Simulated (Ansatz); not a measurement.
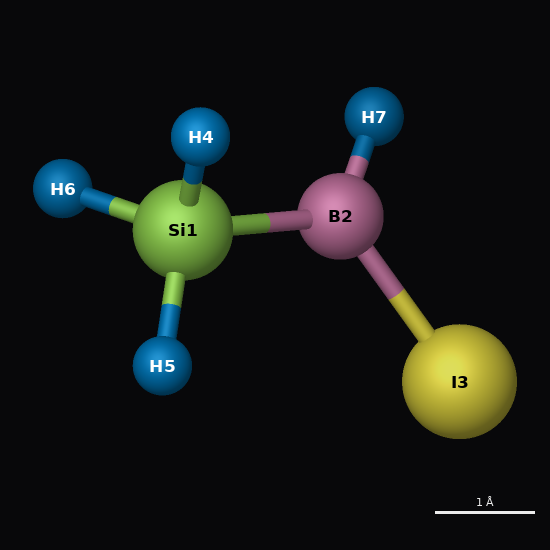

Computed geometry: PBE0-D4/def2-TZVP optimisation. No frequency run is at hand to confirm it as a minimum.

Give the bond lengths.

```
  bond  length (Å)   order
Si1–B2       2.007  single
Si1–H4       1.491  single
Si1–H5       1.485  single
Si1–H6       1.491  single
 B2–I3       2.105  single
 B2–H7       1.192  single
```
